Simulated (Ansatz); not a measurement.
## A computed series for BaO: pressure series

Start from BaO in the rock salt structure (space group Fm-3m, No. 225; a = 5.490 Å).

Cell and atoms are relaxed at each pressure.

Computed with PBEsol/PAW in Ansatz (a quantum-chemistry and plane-wave program), no spin-orbit coupling.

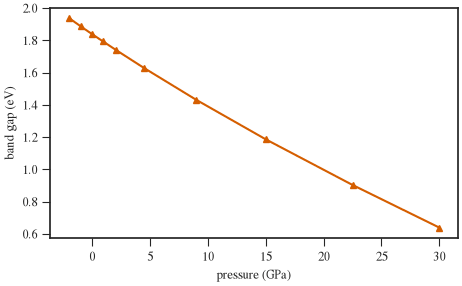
Figure: Band gap against pressure

Problem. From the plot, what is the band gap for pressure −2 GPa?

Solution. About 1.9 eV.

Problem. Is the trend monotonic over the range shown?

Solution. Yes, it falls throughout, spanning 0.64 eV to 1.94 eV.

Load acts through the strain it causes; cell and atoms are relaxed under it. Stability against distortions was not tested. No other phases were tried under pressure.
